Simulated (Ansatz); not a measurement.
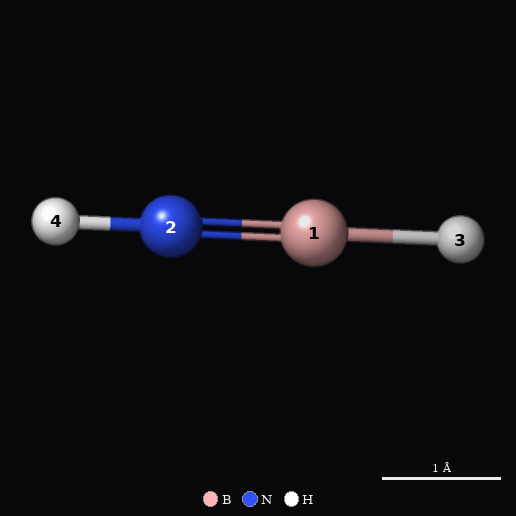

Source: calculation with Ansatz.

Orthographic view. Distant atoms are faded towards the background colour. Geometry: relaxed with PBE0-D4/def2-TZVP with one coordinate held away from its value at the minimum.

Write a MOL file (V2000) with the atoms in numerical order, bonds sorted by atom number with the orders drawn, and coordinates in the frame of the picture: x right, y up, z towards the viewer, origin at the mean position.

```
BH2N
                    3D

  4  3  0  0  0  0  0  0  0  0999 V2000
    0.5400   -0.0200   -0.0800 B   0  0  0  0  0  0  0  0  0  0  0  0
   -0.6800    0.0300    0.1000 N   0  0  0  0  0  0  0  0  0  0  0  0
    1.7900   -0.0800   -0.2500 H   0  0  0  0  0  0  0  0  0  0  0  0
   -1.6600    0.0700    0.2300 H   0  0  0  0  0  0  0  0  0  0  0  0
  1  2  2  0
  1  3  1  0
  2  4  1  0
M  END
```
